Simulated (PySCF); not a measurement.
```yaml
atoms:
  - { symbol: C, position_ang: [2.3308, 0.1969, 0.5923] }
  - { symbol: C, position_ang: [1.5685, -0.8586, 0.3681] }
  - { symbol: Cl, position_ang: [2.2939, -2.4320, 0.2846] }
  - { symbol: Si, position_ang: [-0.2977, -0.9230, 0.1104] }
  - { symbol: O, position_ang: [-0.7107, 0.6363, 0.2357] }
  - { symbol: C, position_ang: [-1.9810, 1.2053, 0.1317] }
  - { symbol: H, position_ang: [1.8744, 1.1696, 0.6439] }
  - { symbol: H, position_ang: [3.3988, 0.1395, 0.7297] }
  - { symbol: H, position_ang: [-0.6091, -1.4762, -1.2102] }
  - { symbol: H, position_ang: [-0.9255, -1.7502, 1.1449] }
  - { symbol: H, position_ang: [-1.8804, 2.2824, 0.2672] }
  - { symbol: H, position_ang: [-2.4171, 1.0045, -0.8492] }
  - { symbol: H, position_ang: [-2.6494, 0.8060, 0.8975] }
```

Geometry: GFN2-xTB.

These are results of PySCF 2.14.0, PBE0/pcSseg-1, SCF density, gas phase, non-relativistic, not measurements.

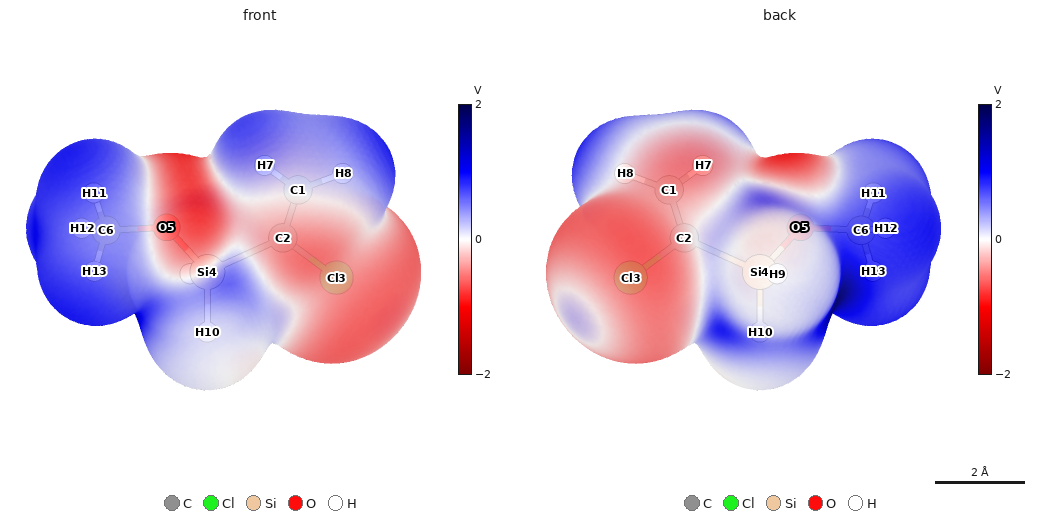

C3H7ClOSi. The molecular electrostatic potential painted on the density surface at 0.002 e/bohr³, seen from the front and from behind; red is negative and blue positive.

Q: Where is the surface potential most negative and most positive?

A: The most negative region (about −0.8 V) lies over O5, the most positive (about +1.7 V) over Si4. Cl3 shows a σ-hole: about +0.2 V at the tip opposite its bond, against about −0.5 V on its flanks.
